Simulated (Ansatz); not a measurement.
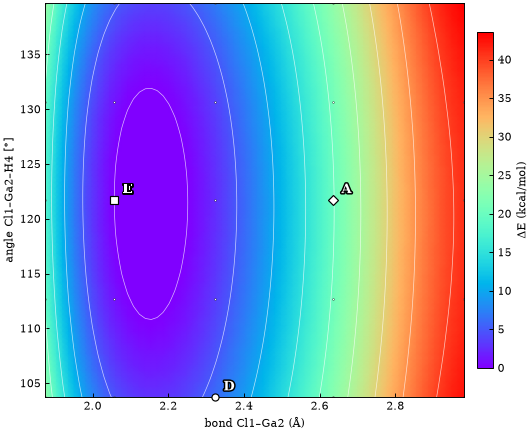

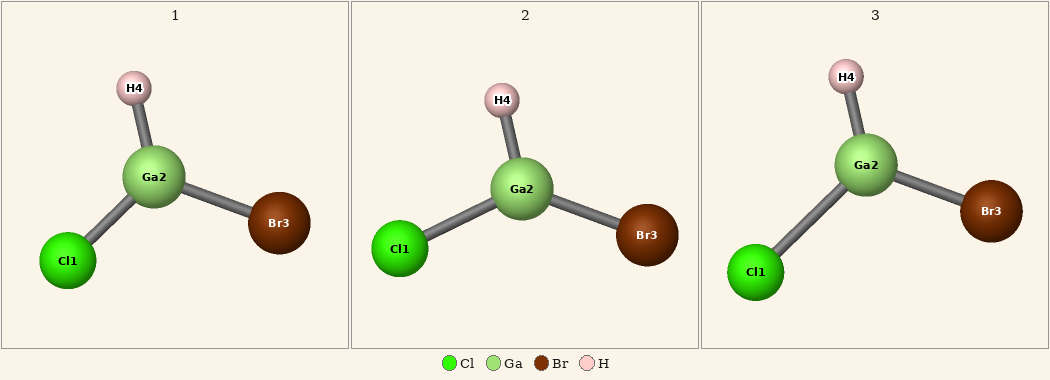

BrClGaH, SMILES [Cl][GaH][Br]. Two internal coordinates are moved rigidly from the geometry relaxed at PBE0-D4/def2-TZVP, all others fixed. Coordinates scanned: (1) bond Cl1–Ga2; (2) angle Cl1–Ga2–H4. The grid has 5 × 5 points. Points are written as (first, second). Energies are in kcal/mol, from the lowest grid point. Computed with RKS PBE-D4/def2-TZVPP (Ansatz 0.2.0).

In the figure: a smooth colour map with a few white contour lines, dots at the grid points, lettered points. Between grid points the surface is interpolated. The numbered pictures are the structures at these points, in random order.

**Which structure belongs to which point?**

A is structure 3: (2.636 Å, 121.7°), 19.8 kcal/mol; D is structure 2: (2.324 Å, 103.7°), 6.1 kcal/mol; E is structure 1: (2.057 Å, 121.7°), 0.0 kcal/mol.
